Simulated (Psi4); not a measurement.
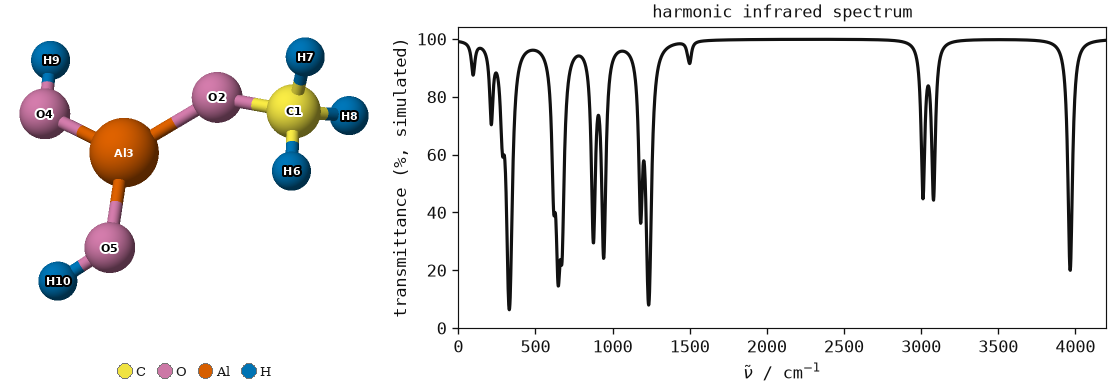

Infrared spectrum of CH₅AlO₃, SMILES C[O][Al]([OH])[OH], singlet. Unscaled harmonic wavenumbers and double-harmonic intensities, PBE0/def2-TZVP (dispersion D4) in Psi4 1.11, at a geometry relaxed at this level, isolated molecule. Lorentzian lines of 24 cm⁻¹ full width. Close modes add up in the curve.

**Which is the highest mode?**

3967.6 cm⁻¹ (74.5 km/mol).

**List the modes.**

```tsv
cm⁻¹	km/mol
73.4	0.1
93.4	7.1
98.9	5.8
213.8	31.6
281.7	13.6
288.6	20.9
330.4	278.5
351.6	1.4
618.8	64.2
647.7	162.8
671.1	115.8
875.7	119.5
942.2	140.5
1181.9	89.9
1191.3	0.1
1233.9	253.7
1487.4	2.0
1496.9	2.4
1501.9	5.2
3012.2	79.8
3078.7	41.9
3081.8	40.5
3965.1	92.5
3967.6	74.5
```

Caveats: one conformer of a flexible molecule.
